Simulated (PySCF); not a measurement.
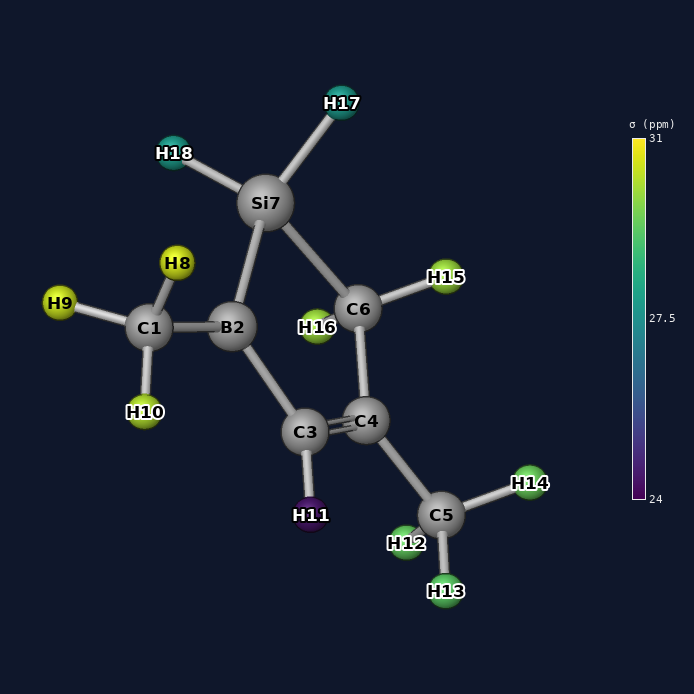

Atoms are coloured by their isotropic NMR shieldings (H only, the others grey). The computed structure is the end point of a GFN2-xTB optimisation. No frequency run is at hand to confirm it as a minimum. Level of theory: GIAO PBE0/pcSseg-1 NMR shielding, non-relativistic, gas phase (PySCF 2.14.0).

Q: Which H atom is the most shielded (lowest chemical shift)?

A: H8 (30.50 ppm).

Q: Which H atom is the least shielded (highest chemical shift)?

A: H11 (24.42 ppm).

Q: How wide is the range of H shifts?

A: 6.08 ppm.

List the isotropic NMR shieldings of the H atoms.

```
atom  σ (ppm)
  H8    30.50
  H9    30.42
 H10    30.16
 H11    24.42
 H12    29.32
 H13    29.20
 H14    29.39
 H15    29.95
 H16    29.96
 H17    27.76
 H18    27.81
```

The geometry is semi-empirical. Around B, Si such bond lengths and angles can be off by a tenth of an ångström or more and by several degrees, and values that hang on the shape move with them.
